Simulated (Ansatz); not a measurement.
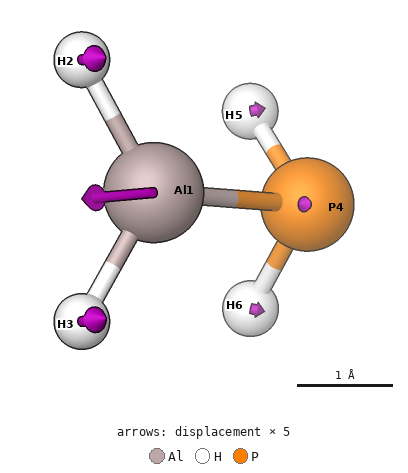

A relaxation of AlPH4. The starting structure is drawn; purple arrows show the displacements, 5 times their true length. The two geometries are superimposed by the best rigid fit.

Style: ball-and-stick. Shown from a free direction.

It is one of the separated products of a reaction.

The calculation used Ansatz 0.2.0, RKS PBE0-D4/def2-TZVP. (force threshold 0.005 eV/Å; at most 200 steps)

**Atoms of which element are displaced furthest, and by how much?**

Aluminium: up to 0.24 Å, against 0.10 Å for hydrogen.

**What happened in the run?**

After 7 geometry steps the energy has fallen by 20.2 kJ/mol. The largest force component goes from 1.3 to 0.0004 eV/Å. The largest move after the best rigid fit is that of Al1, 0.24 Å. By element the largest moves are Al 0.24 Å, H 0.10 Å, P 0.03 Å. Near-neighbour distances that change, for instance: Al1–P4 2.369 → 2.322 Å, Al1–H2 1.600 → 1.586 Å. Bond angles that change, for instance: H2–Al1–P4 116.9° → 119.4°.
